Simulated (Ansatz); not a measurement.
# AlGaH (quartet): B2PLYP, RPA-PBE over a scan of the scale of all distances, 6-31G, part 2 of 2

Ansatz 0.2.0, Gaussian basis; 6-31G, all electrons in the functionals, frozen cores in the correlation of double hybrids and RPA.

### 10 RPA-PBE, 0.876

in.yaml

```yaml
crystal:
  periodic: [false, false, false]
  atoms:
    - {symbol: Al, position_ang: [0.000000, 0.000000, 1.803246]}
    - {symbol: Ga, position_ang: [0.000000, 0.000000, -0.218912]}
    - {symbol: H, position_ang: [0.000000, 0.000000, -1.584334]}
basis:
  gaussian: {orbitals: 6-31G}
magnetization: {spin_polarized: true, initial_magnetization: 3}
hamiltonian: {xc: {name: PBE}}
correlation: {method: rpa, electrons: outside_noble_gas}
```

Started as:

```sh
$ ansatz run in.yaml --threads 1 --pin off --events-out ev --progress --plain --max-ram 2393MiB
```

The log of the run (excerpt; [...] marks lines left out):

```text
Functional definition: PBE
  name "PBE"
  cite "Perdew, Burke & Ernzerhof, Phys. Rev. Lett. 77, 3865 (1996) doi:10.1103/PhysRevLett.77.3865"
  parent pbe
[...]
420 factors; integrals over basis functions are off by at most 8.1e-4 eV
[...]
mean field -58965.54526021 eV, -2166.9438200306 hartree, gradient 2.9e-6 eV, S^2 3.750829; 0 other end points of the search recorded, 0 dependent functions left out
19 core orbitals not correlated: weight in the atoms' cores, before any rotation towards them, 0.961 or more for the frozen orbitals, at most 0.023 for the correlated occupied ones
reference -58919.72850063 eV, -2165.2600851719 hartree; 5, 2 occupied and 20, 23 virtual orbitals, 420 factors
Total energy: -58922.77605093 eV, -2165.3720805796 hartree
```

It took 1.2 s on 1 thread of Arm Neoverse V2, shared host.

From the report: ⟨S²⟩ of the determinant 3.751 (pure quartet: 3.75).

### 11 RPA-PBE, 1.000

in.yaml

```yaml
crystal:
  periodic: [false, false, false]
  atoms:
    - {symbol: Al, position_ang: [0.000000, 0.000000, 2.058500]}
    - {symbol: Ga, position_ang: [0.000000, 0.000000, -0.249900]}
    - {symbol: H, position_ang: [0.000000, 0.000000, -1.808600]}
basis:
  gaussian: {orbitals: 6-31G}
magnetization: {spin_polarized: true, initial_magnetization: 3}
hamiltonian: {xc: {name: PBE}}
correlation: {method: rpa, electrons: outside_noble_gas}
```

The command is unchanged.

The log of the run (excerpt; [...] marks lines left out):

```text
Functional definition: PBE
  name "PBE"
  cite "Perdew, Burke & Ernzerhof, Phys. Rev. Lett. 77, 3865 (1996) doi:10.1103/PhysRevLett.77.3865"
  parent pbe
[...]
420 factors; integrals over basis functions are off by at most 5.8e-4 eV
[...]
mean field -58966.66599602 eV, -2166.9850063119 hartree, gradient 1.3e-6 eV, S^2 3.750899; 0 other end points of the search recorded, 0 dependent functions left out
19 core orbitals not correlated: weight in the atoms' cores, before any rotation towards them, 0.978 or more for the frozen orbitals, at most 0.011 for the correlated occupied ones
reference -58920.88413020 eV, -2165.3025537751 hartree; 5, 2 occupied and 20, 23 virtual orbitals, 420 factors
Total energy: -58924.28838150 eV, -2165.4276577031 hartree
```

It took 1.3 s on 1 thread of Arm Neoverse V2, shared host.

From the report: ⟨S²⟩ of the determinant 3.751 (pure quartet: 3.75).

### 12 RPA-PBE, 1.135

in.yaml

```yaml
crystal:
  periodic: [false, false, false]
  atoms:
    - {symbol: Al, position_ang: [0.000000, 0.000000, 2.336398]}
    - {symbol: Ga, position_ang: [0.000000, 0.000000, -0.283636]}
    - {symbol: H, position_ang: [0.000000, 0.000000, -2.052761]}
basis:
  gaussian: {orbitals: 6-31G}
magnetization: {spin_polarized: true, initial_magnetization: 3}
hamiltonian: {xc: {name: PBE}}
correlation: {method: rpa, electrons: outside_noble_gas}
```

Same command.

The log of the run (excerpt; [...] marks lines left out):

```text
Functional definition: PBE
  name "PBE"
  cite "Perdew, Burke & Ernzerhof, Phys. Rev. Lett. 77, 3865 (1996) doi:10.1103/PhysRevLett.77.3865"
  parent pbe
[...]
420 factors; integrals over basis functions are off by at most 3.6e-4 eV
[...]
mean field -58966.27175646 eV, -2166.9705182755 hartree, gradient 3.5e-6 eV, S^2 3.752371; 0 other end points of the search recorded, 0 dependent functions left out
19 core orbitals not correlated: weight in the atoms' cores, before any rotation towards them, 0.989 or more for the frozen orbitals, at most 0.004 for the correlated occupied ones
reference -58920.28356853 eV, -2165.2804835410 hartree; 5, 2 occupied and 20, 23 virtual orbitals, 420 factors
Total energy: -58924.18353499 eV, -2165.4238046646 hartree
```

Run time: 1.5 s. Hardware: 1 thread of Arm Neoverse V2, shared host.

From the report: ⟨S²⟩ of the determinant 3.752 (pure quartet: 3.75).

From 1.000: +10.1 kJ/mol.

### 13 RPA-PBE, 1.311

in.yaml

```yaml
crystal:
  periodic: [false, false, false]
  atoms:
    - {symbol: Al, position_ang: [0.000000, 0.000000, 2.698694]}
    - {symbol: Ga, position_ang: [0.000000, 0.000000, -0.327619]}
    - {symbol: H, position_ang: [0.000000, 0.000000, -2.371075]}
basis:
  gaussian: {orbitals: 6-31G}
magnetization: {spin_polarized: true, initial_magnetization: 3}
hamiltonian: {xc: {name: PBE}}
correlation: {method: rpa, electrons: outside_noble_gas}
```

The command is unchanged.

The log of the run (excerpt; [...] marks lines left out):

```text
Functional definition: PBE
  name "PBE"
  cite "Perdew, Burke & Ernzerhof, Phys. Rev. Lett. 77, 3865 (1996) doi:10.1103/PhysRevLett.77.3865"
  parent pbe
[...]
420 factors; integrals over basis functions are off by at most 3.1e-4 eV
[...]
mean field -58965.19795033 eV, -2166.9310566281 hartree, gradient 2.3e-6 eV, S^2 3.760249; 9 other end points of the search recorded, 0 dependent functions left out
19 core orbitals not correlated: weight in the atoms' cores, before any rotation towards them, 0.995 or more for the frozen orbitals, at most 0.001 for the correlated occupied ones
reference -58919.00132697 eV, -2165.2333620328 hartree; 5, 2 occupied and 20, 23 virtual orbitals, 420 factors
Total energy: -58923.38735751 eV, -2165.3945456821 hartree
```

Run time: 4.2 s. Hardware: 1 thread of Arm Neoverse V2, shared host.

From the report: ⟨S²⟩ of the determinant 3.760 (pure quartet: 3.75).

From 1.000: +86.9 kJ/mol.

### 14 RPA-PBE, 1.510

in.yaml

```yaml
crystal:
  periodic: [false, false, false]
  atoms:
    - {symbol: Al, position_ang: [0.000000, 0.000000, 3.108335]}
    - {symbol: Ga, position_ang: [0.000000, 0.000000, -0.377349]}
    - {symbol: H, position_ang: [0.000000, 0.000000, -2.730986]}
basis:
  gaussian: {orbitals: 6-31G}
magnetization: {spin_polarized: true, initial_magnetization: 3}
hamiltonian: {xc: {name: PBE}}
correlation: {method: rpa, electrons: outside_noble_gas}
```

The command is unchanged.

The log of the run (excerpt; [...] marks lines left out):

```text
Functional definition: PBE
  name "PBE"
  cite "Perdew, Burke & Ernzerhof, Phys. Rev. Lett. 77, 3865 (1996) doi:10.1103/PhysRevLett.77.3865"
  parent pbe
[...]
420 factors; integrals over basis functions are off by at most 4.2e-4 eV
[...]
mean field -58964.32293382 eV, -2166.8989003642 hartree, gradient 4.4e-6 eV, S^2 3.759609; 13 other end points of the search recorded, 0 dependent functions left out
19 core orbitals not correlated: weight in the atoms' cores, before any rotation towards them, 0.998 or more for the frozen orbitals, at most 0.001 for the correlated occupied ones
reference -58918.42416937 eV, -2165.2121518819 hartree; 5, 2 occupied and 20, 23 virtual orbitals, 420 factors
Total energy: -58922.84013449 eV, -2165.3744356069 hartree
```

Wall time 10 s (1 thread of Arm Neoverse V2, shared host).

From the report: ⟨S²⟩ of the determinant 3.760 (pure quartet: 3.75).

From 1.000: +139.7 kJ/mol.

### 15 RPA-PBE, 1.769

in.yaml

```yaml
crystal:
  periodic: [false, false, false]
  atoms:
    - {symbol: Al, position_ang: [0.000000, 0.000000, 3.641486]}
    - {symbol: Ga, position_ang: [0.000000, 0.000000, -0.442073]}
    - {symbol: H, position_ang: [0.000000, 0.000000, -3.199413]}
basis:
  gaussian: {orbitals: 6-31G}
magnetization: {spin_polarized: true, initial_magnetization: 3}
hamiltonian: {xc: {name: PBE}}
correlation: {method: rpa, electrons: outside_noble_gas}
```

The command is unchanged.

The log of the run (excerpt; [...] marks lines left out):

```text
Functional definition: PBE
  name "PBE"
  cite "Perdew, Burke & Ernzerhof, Phys. Rev. Lett. 77, 3865 (1996) doi:10.1103/PhysRevLett.77.3865"
  parent pbe
[...]
423 factors; integrals over basis functions are off by at most 5.0e-4 eV
[...]
mean field -58963.99095443 eV, -2166.8867003469 hartree, gradient 1.1e-6 eV, S^2 3.750821; 12 other end points of the search recorded, 0 dependent functions left out
19 core orbitals not correlated: weight in the atoms' cores, before any rotation towards them, 1.000 or more for the frozen orbitals, at most 0.000 for the correlated occupied ones
reference -58918.58677247 eV, -2165.2181274356 hartree; 5, 2 occupied and 20, 23 virtual orbitals, 423 factors
Total energy: -58922.61900447 eV, -2165.3663092286 hartree
```

Wall time 11 s (1 thread of Arm Neoverse V2, shared host).

From the report: ⟨S²⟩ of the determinant 3.751 (pure quartet: 3.75).

From 1.000: +161.1 kJ/mol.

### 16 RPA-PBE, 1.989

in.yaml

```yaml
crystal:
  periodic: [false, false, false]
  atoms:
    - {symbol: Al, position_ang: [0.000000, 0.000000, 4.094356]}
    - {symbol: Ga, position_ang: [0.000000, 0.000000, -0.497051]}
    - {symbol: H, position_ang: [0.000000, 0.000000, -3.597305]}
basis:
  gaussian: {orbitals: 6-31G}
magnetization: {spin_polarized: true, initial_magnetization: 3}
hamiltonian: {xc: {name: PBE}}
correlation: {method: rpa, electrons: outside_noble_gas}
```

The command is unchanged.

The log of the run (excerpt; [...] marks lines left out):

```text
Functional definition: PBE
  name "PBE"
  cite "Perdew, Burke & Ernzerhof, Phys. Rev. Lett. 77, 3865 (1996) doi:10.1103/PhysRevLett.77.3865"
  parent pbe
[...]
427 factors; integrals over basis functions are off by at most 2.7e-4 eV
[...]
mean field -58963.77621061 eV, -2166.8788086571 hartree, gradient 2.4e-6 eV, S^2 3.750352; 15 other end points of the search recorded, 0 dependent functions left out
19 core orbitals not correlated: weight in the atoms' cores, before any rotation towards them, 1.000 or more for the frozen orbitals, at most 0.000 for the correlated occupied ones
reference -58918.29889470 eV, -2165.2075481230 hartree; 5, 2 occupied and 20, 23 virtual orbitals, 427 factors
Total energy: -58922.56528015 eV, -2165.3643348964 hartree
```

Wall time 12 s (1 thread of Arm Neoverse V2, shared host).

From the report: ⟨S²⟩ of the determinant 3.750 (pure quartet: 3.75).

From 1.000: +166.3 kJ/mol.

### 17 RPA-PBE, 2.364

in.yaml

```yaml
crystal:
  periodic: [false, false, false]
  atoms:
    - {symbol: Al, position_ang: [0.000000, 0.000000, 4.866294]}
    - {symbol: Ga, position_ang: [0.000000, 0.000000, -0.590764]}
    - {symbol: H, position_ang: [0.000000, 0.000000, -4.275530]}
basis:
  gaussian: {orbitals: 6-31G}
magnetization: {spin_polarized: true, initial_magnetization: 3}
hamiltonian: {xc: {name: PBE}}
correlation: {method: rpa, electrons: outside_noble_gas}
```

Same command.

The log of the run (excerpt; [...] marks lines left out):

```text
Functional definition: PBE
  name "PBE"
  cite "Perdew, Burke & Ernzerhof, Phys. Rev. Lett. 77, 3865 (1996) doi:10.1103/PhysRevLett.77.3865"
  parent pbe
[...]
427 factors; integrals over basis functions are off by at most 2.3e-4 eV
[...]
mean field -58963.50474108 eV, -2166.8688323357 hartree, gradient 2.8e-6 eV, S^2 3.750152; 11 other end points of the search recorded, 0 dependent functions left out
19 core orbitals not correlated: weight in the atoms' cores, before any rotation towards them, 1.000 or more for the frozen orbitals, at most 0.000 for the correlated occupied ones
reference -58917.88560916 eV, -2165.1923601593 hartree; 5, 2 occupied and 20, 23 virtual orbitals, 427 factors
Total energy: -58922.49058834 eV, -2165.3615900229 hartree
```

Run time: 12 s. Hardware: 1 thread of Arm Neoverse V2, shared host.

From the report: ⟨S²⟩ of the determinant 3.750 (pure quartet: 3.75).

From 1.000: +173.5 kJ/mol.

### 18 The comparison

The yardstick is full CI for this spin, exact in this basis with these frozen cores. It comes from earlier runs at the same points. Energies in kJ/mol, counted from 1.000; blanks weren't run or aren't comparable.

```
  level  0.876  1.000  1.135  1.311  1.510  1.769  1.989  2.364
    FCI  138.9    0.0   19.3  111.4  184.0  209.3  217.9  227.4
 B2PLYP  113.5    0.0   38.5  141.7  216.7  234.7  246.3  255.7
RPA-PBE  145.9    0.0   10.1   86.9  139.7  161.1  166.3  173.5
```

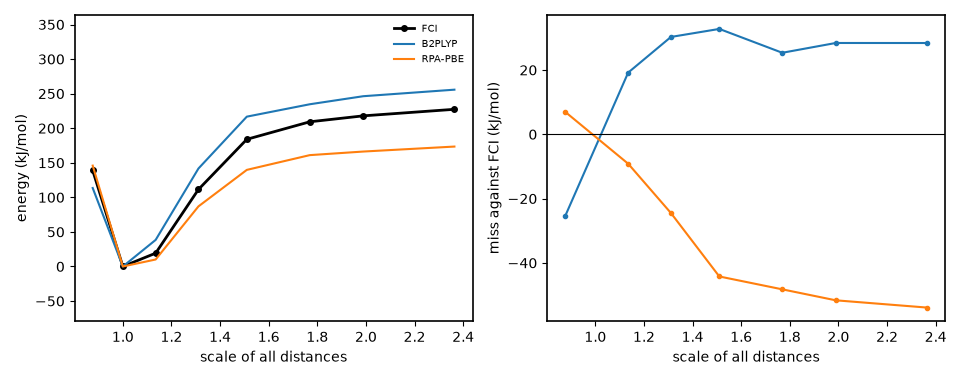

Left: the curves (the axis may cut off levels that run far away). Right: misses against FCI, in the same colours.

Largest miss and mean time a point (FCI took 2.5 min a point; shared hosts):

```
  level  largest miss (kJ/mol)  where  time a point
 B2PLYP                  +32.8  1.510         4.8 s
RPA-PBE                  -53.9  2.364         6.5 s
```

### 19 What came out

What follows sums up all 2 parts.

```
             quantity                 value
span of the FCI curve          227.4 kJ/mol
 largest miss, B2PLYP  +32.8 kJ/mol (1.510)
largest miss, RPA-PBE  -53.9 kJ/mol (2.364)
```

In words: Of the functionals, B2PLYP keep the smallest largest miss at the points compared (at most 32.8 kJ/mol) and RPA-PBE strays most (53.9 kJ/mol, at 2.364). Functionals and the yardstick converge differently with the basis, so part of each miss in 6-31G is the basis.
